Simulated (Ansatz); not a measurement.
Run report: AlH$_{5}$SO$_{2}$, nudged elastic band

The run: nudged elastic band of AlH$_{5}$SO$_{2}$. Method and program: RKS PBE0-D4/def2-SVP (Ansatz 0.2.0).

Figures and captions count atoms from 1; the log counts them from 0 in places.

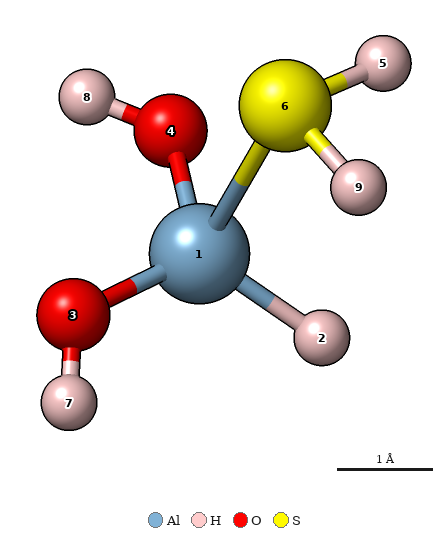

Fig. 1: The input geometry (ball-and-stick view, seen at a tilt; atoms are numbered from 1 in the order of the input). Sticks mark near contacts. Bond lengths as drawn: Al–H 1.59 Å, Al–O 1.71 Å, Al–S 2.57 Å, H–O 0.95 to 0.96 Å and H–S 1.34 Å.

## The input
```yaml
crystal:
  periodic: [false, false, false]
  atoms:
    - {symbol: Al, position_ang: [-0.700578, 0.140760, 0.161010]}
    - {symbol: H, position_ang: [-1.232572, 1.091862, -0.991195]}
    - {symbol: O, position_ang: [-1.116000, -1.521343, 0.173161]}
    - {symbol: O, position_ang: [-0.281096, 0.870315, 1.650825]}
    - {symbol: H, position_ang: [1.997675, 1.210971, -0.566280]}
    - {symbol: S, position_ang: [1.753606, -0.110304, -0.559982]}
    - {symbol: H, position_ang: [-1.751737, -1.889879, -0.436512]}
    - {symbol: H, position_ang: [-0.275528, 0.368549, 2.464147]}
    - {symbol: H, position_ang: [1.606227, -0.161031, -1.895174]}
basis:
  gaussian: {orbitals: def2-SVP}
hamiltonian: {xc: pbe0, dispersion: d4}
neb:
  images: 5
  climbing: true
  max_iterations: 40
  initial_path: idpp
  final_atoms:
    - {symbol: Al, position_ang: [0.101949, -0.359460, 0.304857]}
    - {symbol: H, position_ang: [-0.770356, 1.790740, -0.589333]}
    - {symbol: O, position_ang: [-0.835659, -1.339464, -0.701496]}
    - {symbol: O, position_ang: [-0.572493, 0.355238, 1.682096]}
    - {symbol: H, position_ang: [-0.435569, 1.565984, -1.223427]}
    - {symbol: S, position_ang: [2.232282, -0.230364, -0.125029]}
    - {symbol: H, position_ang: [-1.764019, -1.505011, -0.546256]}
    - {symbol: H, position_ang: [-0.069785, 0.798024, 2.362615]}
    - {symbol: H, position_ang: [2.113648, -1.075789, -1.164028]}
```

Hardware: 4 threads of Intel Xeon @ 2.50GHz, 180 GiB of memory available, shared host.

Command:
```bash
ansatz run in.yaml --threads 4 --pin off --events-out ev --progress --plain --max-ram 9574MiB
```

## Output
```
Functional definition: PBE0
  name "PBE0"
  cite "Adamo & Barone, J. Chem. Phys. 110, 6158 (1999) doi:10.1063/1.478522"
  cite "Perdew, Burke & Ernzerhof, Phys. Rev. Lett. 77, 3865 (1996) doi:10.1103/PhysRevLett.77.3865"
  parent pbe
  parameter a = 0.25
  parameter kappa = 0.804
  parameter beta = 0.06672455060314922
  exchange = (1 - a)*pbe_x(kappa = kappa, mu = beta*pi^2/3) + a*exact_x
  correlation = pbe_c(beta = beta)
892 factors; integrals over basis functions are off by at most 3.4e-4 eV
mean field evaluation 1: about -21581.7783 eV, gradient 7.1e1 eV
mean field evaluation 2: about -21563.0745 eV, gradient 1.2e2 eV
mean field evaluation 4: about -21590.7023 eV, gradient 2.0e0 eV
mean field evaluation 8: about -21590.7115 eV, gradient 4.3e-2 eV
mean field -21590.71152040 eV, -793.4440136647 hartree, gradient 6.5e-5 eV, S^2 0.000000; 0 other end points of the search recorded, 0 dependent functions left out
the calculation of the forces begins
reference -21590.71154955 eV, -793.4440147362 hartree; 25, 25 occupied and 64, 64 virtual orbitals, 892 factors
893 factors; integrals over basis functions are off by at most 8.0e-4 eV
mean field evaluation 16: about -21567.1205 eV, gradient 1.1e2 eV
mean field -21591.19492751 eV, -793.4617785483 hartree, gradient 1.1e-5 eV, S^2 0.000000; 0 other end points of the search recorded, 0 dependent functions left out
[... from here on the field's lines of each further geometry are left out, up to the last ...]
WARN: NEB end point (image 0): max|allowed force component| = 2.103e-1 eV/Å (the criterion of neb.relax_end_points is 1.000e-2). That is over neb.f_tol: it is no minimum, so the barrier can be far off. Relax it first
WARN: NEB end point (image 6): max|allowed force component| = 3.362e-1 eV/Å (the criterion of neb.relax_end_points is 1.000e-2). That is over neb.f_tol: it is no minimum, so the barrier can be far off. Relax it first
NEB iter   1: max|band force component| = 3.953e0 eV/Å  barrier→ = 3.5091 eV  barrier← = 3.9931 eV  Δτ_max = 0.2000 Å  (184 SCF iters)
NEB iter   2: max|band force component| = 3.530e0 eV/Å  barrier→ = 2.0944 eV  barrier← = 2.5785 eV  Δτ_max = 0.2000 Å  (143 SCF iters)
NEB iter   3: max|band force component| = 3.607e0 eV/Å  barrier→ = 1.2354 eV  barrier← = 1.7194 eV  Δτ_max = 0.1007 Å  (137 SCF iters)
NEB iter   4: max|band force component| = 3.084e0 eV/Å  barrier→ = 0.9738 eV  barrier← = 1.4578 eV  Δτ_max = 0.2000 Å  (131 SCF iters)
NEB iter   5: max|band force component| = 8.087e-1 eV/Å  barrier→ = 0.5868 eV  barrier← = 1.0708 eV  Δτ_max = 0.2000 Å  (124 SCF iters)
NEB iter   6: max|band force component| = 7.937e-1 eV/Å  barrier→ = 0.5284 eV  barrier← = 1.0124 eV  Δτ_max = 0.1110 Å  (125 SCF iters)
NEB iter   7: max|band force component| = 6.013e-1 eV/Å  barrier→ = 0.4498 eV  barrier← = 0.9338 eV  Δτ_max = 0.1520 Å  (122 SCF iters)
NEB iter   8: max|band force component| = 5.756e-1 eV/Å  barrier→ = 0.4363 eV  barrier← = 0.9203 eV  CI = image 3  Δτ_max = 0.2000 Å  (121 SCF iters)
NEB iter   9: max|band force component| = 6.403e-1 eV/Å  barrier→ = 0.5708 eV  barrier← = 1.0548 eV  CI = image 3  Δτ_max = 0.0993 Å  (126 SCF iters)
NEB iter  10: max|band force component| = 3.510e-1 eV/Å  barrier→ = 0.5392 eV  barrier← = 1.0233 eV  CI = image 3  Δτ_max = 0.0479 Å  (119 SCF iters)
NEB iter  11: max|band force component| = 1.273e-1 eV/Å  barrier→ = 0.5289 eV  barrier← = 1.0129 eV  CI = image 3  Δτ_max = 0.1005 Å  (120 SCF iters)
NEB iter  12: max|band force component| = 1.028e-1 eV/Å  barrier→ = 0.5271 eV  barrier← = 1.0111 eV  CI = image 3  Δτ_max = 0.0286 Å  (126 SCF iters)
NEB iter  13: max|band force component| = 1.129e-1 eV/Å  barrier→ = 0.5247 eV  barrier← = 1.0087 eV  CI = image 3  Δτ_max = 0.0144 Å  (117 SCF iters)
NEB iter  14: max|band force component| = 1.065e-1 eV/Å  barrier→ = 0.5238 eV  barrier← = 1.0078 eV  CI = image 3  Δτ_max = 0.0288 Å  (121 SCF iters)
NEB iter  15: max|band force component| = 9.498e-2 eV/Å  barrier→ = 0.5217 eV  barrier← = 1.0057 eV  CI = image 3  Δτ_max = 0.0575 Å  (117 SCF iters)
NEB iter  16: max|band force component| = 7.043e-2 eV/Å  barrier→ = 0.5185 eV  barrier← = 1.0026 eV  CI = image 3  Δτ_max = 0.0413 Å  (117 SCF iters)
NEB iter  17: max|band force component| = 6.526e-2 eV/Å  barrier→ = 0.5172 eV  barrier← = 1.0012 eV  CI = image 3  Δτ_max = 0.0493 Å  (118 SCF iters)
the calculation of the forces begins
reference -21591.20422199 eV, -793.4621201141 hartree; 25, 25 occupied and 64, 64 virtual orbitals, 894 factors
these checks for a lower state are left out or cut short: stability, starts, cluster_reference, orbital_swaps, neighbouring_geometries, increment
894 factors; integrals over basis functions are off by at most 7.9e-4 eV
mean field -21591.19261201 eV, -793.4616934555 hartree, gradient 9.8e-7 eV, S^2 0.000000; 0 other end points of the search recorded, 0 dependent functions left out
the calculation of the forces begins
reference -21591.19263917 eV, -793.4616944534 hartree; 25, 25 occupied and 64, 64 virtual orbitals, 894 factors
NEB iter  18: max|band force component| = 4.216e-2 eV/Å  barrier→ = 0.5167 eV  barrier← = 1.0007 eV  CI = image 3  CI's point: of a kind that is not told: the force calls were inconclusive, a negative curvature could not be distinguished from the path's own, the only one lies far off the path, or fixed occupations may fill a level only in part  Δτ_max = 0.0000 Å  (970 SCF iters)
```

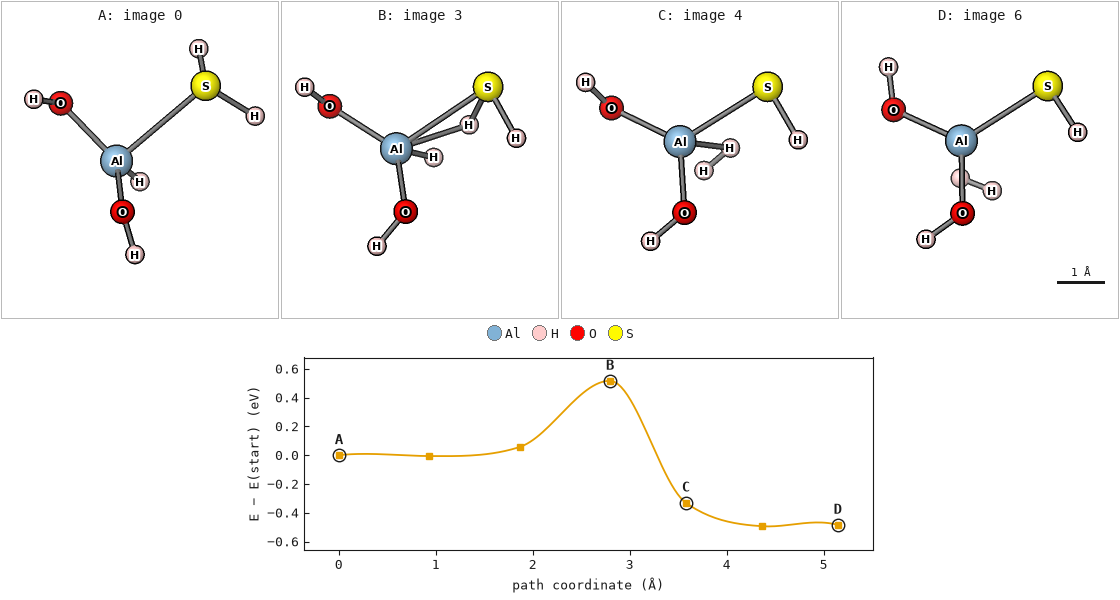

Fig. 2: Images of the last band (counted from 0; ball-and-stick, seen at a tilt) above the energy along the path; the line is a cubic interpolation that uses the forces. The highest image is number 3, 0.517 eV above the start and 1.001 eV above the end (the climbing image); the end lies 0.484 eV below the start. The path is 5.14 Å long. The band converged in 18 iterations. The end points carry forces over 0.1 eV/Å, so they aren't fully relaxed minima and the barriers are approximate.

```
Total energy: -21590.33950693 eV, -793.4303424220 hartree
Atom 0 at    -0.319631     0.137007     0.188385 Å, force    -0.004034    -0.019085    -0.010937 eV/Å
Atom 1 at    -0.102243     1.500446    -0.797403 Å, force     0.000974     0.003200    -0.000745 eV/Å
Atom 2 at    -1.005312    -1.193010    -0.638205 Å, force     0.007646    -0.002014     0.011552 eV/Å
Atom 3 at    -0.681514     0.679759     1.761139 Å, force    -0.003041     0.021685     0.007913 eV/Å
Atom 4 at     0.990414     1.048016    -0.773314 Å, force    -0.005879     0.001278    -0.006480 eV/Å
Atom 5 at     2.014739    -0.068875    -0.279606 Å, force     0.004643    -0.001654     0.009433 eV/Å
Atom 6 at    -1.944902    -1.378881    -0.670525 Å, force    -0.005558     0.006892    -0.005408 eV/Å
Atom 7 at    -0.666983     0.132785     2.547488 Å, force     0.004867    -0.013159    -0.002754 eV/Å
Atom 8 at     1.715429    -0.857347    -1.337959 Å, force     0.000381     0.002857    -0.002574 eV/Å
Dipole moment:    -0.103573    -0.243510    -0.045678 e Å
```

## The last band as extended XYZ (Å, eV, eV/Å)
```
9
Properties=species:S:1:pos:R:3:forces:R:3 image=0 energy=-21590.85614
Al   -0.7006    0.1408    0.1610   -0.0459   0.0400  -0.0637
H    -1.2326    1.0919   -0.9912    0.0194   0.0518  -0.0441
O    -1.1160   -1.5213    0.1732    0.0426  -0.1161   0.0656
O    -0.2811    0.8703    1.6508    0.0336   0.1561   0.0081
H     1.9977    1.2110   -0.5663    0.0532   0.2019   0.0062
S     1.7536   -0.1103   -0.5600    0.0375  -0.1535   0.1652
H    -1.7517   -1.8899   -0.4365   -0.1332  -0.1005  -0.0802
H    -0.2755    0.3685    2.4641    0.0067  -0.0638   0.1531
H     1.6062   -0.1610   -1.8952   -0.0139  -0.0159  -0.2103
9
Properties=species:S:1:pos:R:3:forces:R:3 image=1 energy=-21590.86225
Al   -0.6540    0.2717    0.1565    0.0083   0.0021  -0.0139
H    -1.0127    1.4238   -0.8747    0.0016   0.0057   0.0024
O    -0.9440   -1.3872   -0.2339   -0.0245   0.0061   0.0087
O    -0.5590    0.7978    1.7888    0.0160  -0.0377  -0.0136
H     2.0779    1.1494   -0.9213   -0.0009  -0.0076  -0.0071
S     1.8096   -0.1031   -0.4891    0.0097   0.0190   0.0067
H    -1.8163   -1.7841   -0.2103    0.0108  -0.0083  -0.0060
H    -0.4062    0.1849    2.5103   -0.0074   0.0193   0.0081
H     1.5049   -0.5534   -1.7262   -0.0137   0.0013   0.0147
9
Properties=species:S:1:pos:R:3:forces:R:3 image=2 energy=-21590.79941
Al   -0.5335    0.2964    0.1896   -0.0686   0.0437   0.0099
H    -0.6504    1.5545   -0.7763   -0.1319   0.0278   0.0243
O    -0.9401   -1.2731   -0.4119    0.0145   0.0044   0.0338
O    -0.5937    0.7075    1.8501   -0.0050  -0.0076   0.0128
H     1.5652    1.0714   -1.1572    0.2193  -0.0051  -0.0804
S     1.9436   -0.0004   -0.4220   -0.0102   0.0018  -0.0061
H    -1.8494   -1.5729   -0.4693    0.0144  -0.0192  -0.0060
H    -0.5063    0.0921    2.5783   -0.0070  -0.0329  -0.0019
H     1.5646   -0.8756   -1.3814   -0.0253  -0.0129   0.0135
9
Properties=species:S:1:pos:R:3:forces:R:3 image=3 energy=-21590.33948
Al   -0.3196    0.1370    0.1884   -0.0040  -0.0191  -0.0109
H    -0.1022    1.5004   -0.7974    0.0010   0.0032  -0.0007
O    -1.0053   -1.1930   -0.6382    0.0076  -0.0020   0.0116
O    -0.6815    0.6798    1.7611   -0.0030   0.0217   0.0079
H     0.9904    1.0480   -0.7733   -0.0059   0.0013  -0.0065
S     2.0147   -0.0689   -0.2796    0.0046  -0.0017   0.0094
H    -1.9449   -1.3789   -0.6705   -0.0056   0.0069  -0.0054
H    -0.6670    0.1328    2.5475    0.0049  -0.0132  -0.0028
H     1.7154   -0.8573   -1.3380    0.0004   0.0029  -0.0026
9
Properties=species:S:1:pos:R:3:forces:R:3 image=4 energy=-21591.18609
Al   -0.0957   -0.1539    0.2621    0.1787  -0.2590   0.0414
H    -0.0165    1.6748   -0.7810   -0.0393   0.1057  -0.0445
O    -0.9639   -1.0615   -0.8859   -0.0099   0.0780  -0.0213
O    -0.7985    0.5718    1.6365    0.0323  -0.0392  -0.0582
H     0.7142    1.3966   -0.7089   -0.2842   0.2657  -0.0793
S     2.0863   -0.4133    0.0763    0.0542  -0.2073   0.1200
H    -1.9127   -1.1910   -0.9108    0.0071   0.0502   0.0100
H    -0.9177    0.1136    2.4703    0.0083   0.0682   0.0006
H     1.9043   -0.9372   -1.1585    0.0529  -0.0623   0.0313
9
Properties=species:S:1:pos:R:3:forces:R:3 image=5 energy=-21591.34949
Al   -0.1152   -0.3224    0.2391   -0.0010  -0.0045   0.0023
H    -0.1015    1.8144   -0.7256   -0.0194   0.0133  -0.0054
O    -0.8570   -0.8911   -1.1782    0.0055   0.0027  -0.0203
O    -1.0741    0.2119    1.5354    0.0038  -0.0265  -0.0006
H     0.6373    1.6525   -0.5956   -0.0152   0.0162  -0.0033
S     2.0460   -0.6147    0.4005    0.0007  -0.0157   0.0114
H    -1.8038   -0.9992   -1.2793   -0.0008   0.0095  -0.0020
H    -0.8323    0.2598    2.4600    0.0176   0.0223   0.0073
H     2.1005   -1.1113   -0.8563    0.0088  -0.0174   0.0106
9
Properties=species:S:1:pos:R:3:forces:R:3 image=6 energy=-21591.34016
Al   -0.0907   -0.4241    0.2108    0.2367   0.0113   0.0010
H    -0.1390    2.0105   -0.2931   -0.2905   0.0920   0.3362
O    -0.7414   -0.9039   -1.2719    0.0502  -0.0796  -0.1589
O    -1.0909    0.1766    1.4360   -0.1676   0.0859   0.0368
H     0.3630    1.8257   -0.8208    0.2867  -0.1238  -0.2931
S     2.0268   -0.8042    0.5452    0.0114   0.0634   0.1421
H    -1.6724   -0.8354   -1.4766   -0.1593  -0.0188  -0.0786
H    -0.8110    0.3295    2.3361   -0.0026   0.0546   0.1915
H     2.1556   -1.3748   -0.6657    0.0350  -0.0851  -0.1770
```

## Summary

| quantity | value |
| --- | --- |
| outcome | converged |
| barrier, forward | 0.517 eV |
| barrier, backward | 1.001 eV |
| dipole moment (one image of the band) | 1.29 D |
| wall time | 4.2 min (CPU time 13 min) |
| peak memory | 0.45 GiB |
